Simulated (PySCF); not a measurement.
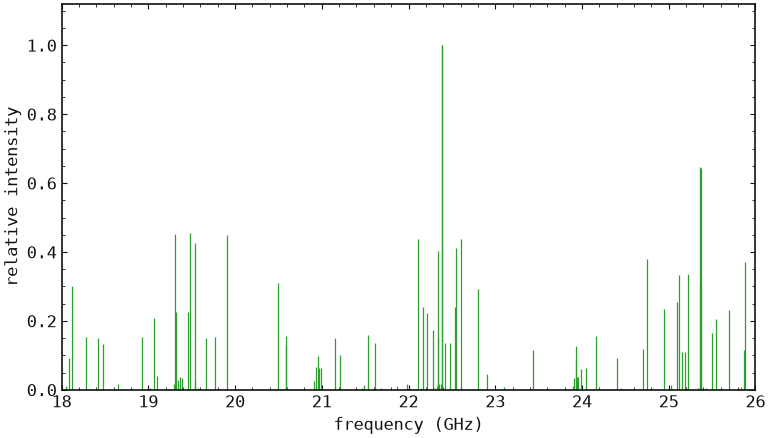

Simulated rotational absorption lines between 18 and 26 GHz at 2 K: rigid rotor with the equilibrium constants and dipole of one optimised conformer (PBE0-D3(BJ)/def2-SVP, PySCF 2.14.0), commonest isotopes; no centrifugal distortion, hyperfine structure, internal rotation or nuclear-spin weights; lines within 1 MHz of each other are summed.

Question: Which molecule gives this spectrum?
A. CH₈NPSSi, SMILES CS[Si@@H](N)P
B. C₂H₇B₂N, SMILES BNBC=C
C. C₂H₈N₂Si, SMILES C=C[SiH](N)N

Answer: Option A. Rotational constants A, B, C = 2.985, 1.612, 1.363 GHz, |μa|, |μb|, |μc| = 0.91, 1.72, 1.14 D.

Note: coarse grid, loose stop and no frequency check, small forces are noise and the end may be a saddle.
